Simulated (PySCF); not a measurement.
# C₆H₁₆Al (SMILES C[CH2][AlH-]([CH2]C)[CH2]C) (charge −1): what the fields show

```xyz
23

C    -0.9076    2.8139    0.5154
C    -1.3078    1.4230    0.0267
Al    0.2467    0.1907   -0.4291
C    -0.4649   -1.6162   -1.0378
C    -1.3900   -1.5756   -2.2529
C     1.4152   -0.0590    1.2185
C     2.5968   -1.0111    1.0408
H    -1.7610    3.4825    0.7554
H    -0.2947    3.3407   -0.2384
H    -0.2864    2.7572    1.4277
H    -1.9363    0.9265    0.7946
H    -1.9618    1.5186   -0.8636
H     0.3952   -2.2825   -1.2512
H    -0.9928   -2.0909   -0.1850
H    -1.7610   -2.5682   -2.5844
H    -2.2834   -0.9549   -2.0585
H    -0.8855   -1.1189   -3.1238
H     0.7732   -0.4155    2.0504
H     1.7868    0.9329    1.5464
H     2.2589   -2.0239    0.7560
H     3.2323   -1.1320    1.9433
H     3.2637   -0.6725    0.2272
H     1.1484    0.8658   -1.6529
```

Geometry: PBE0-D3(BJ)/ma-def2-SVP.

The calculation used PySCF 2.14.0, density-fitted response routines, DFT single point, gas phase, functional wB97X.

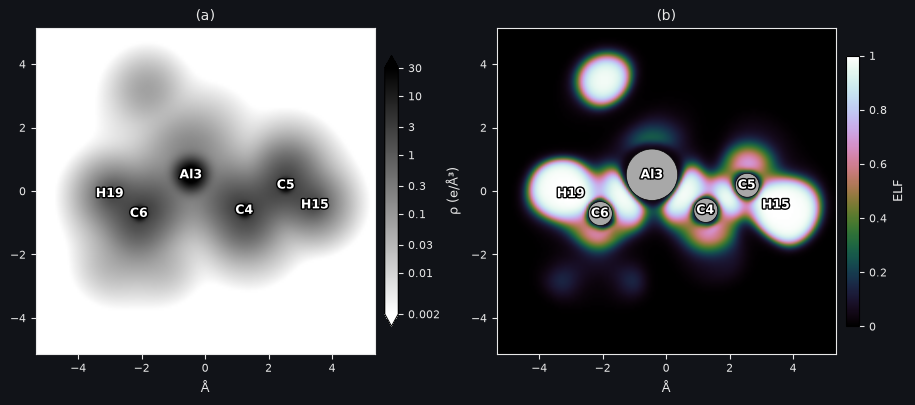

Figure 1. (a) total electron density; (b) ELF on the plane of atoms Al3, C6 and H19. Grey discs cover the atomic cores in the ELF map.

**What do the fields say about this system?**

- The plane passes through Al, C and H nuclei.
- C–C (1.53 Å): ρ at the midpoint is about 1.6 e/Å³; the ELF peaks at about 0.95 between the atoms (localised, covalent bonding).
- C–Al (2.04 Å): the density is about 0.64 e/Å³ at the midpoint; the ELF peaks at about 1 between the atoms; a shared but strongly polarised pair.
- C–H (1.11 Å): ρ is about 1.8 e/Å³ halfway; the ELF climbs to about 1 towards the hydrogen, as it does in any bond to H; a covalent bond by its length.

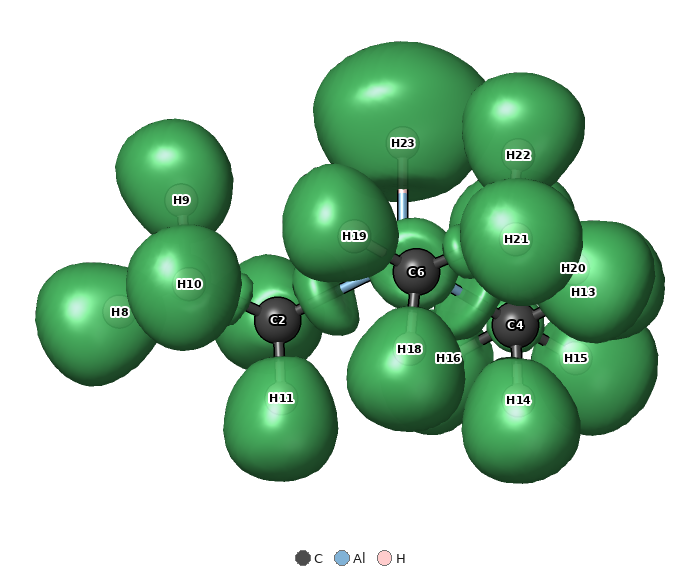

Figure 2. Isosurface of the electron localisation function at 0.85 (green), seen from one side. Core shells and regions of very low density are left out.

**What do the ELF domains correspond to?**

The surface consists of three regions between bonded Al–C atoms (shared pairs), three regions between bonded C–C atoms (shared pairs) and 16 regions around hydrogen nuclei.
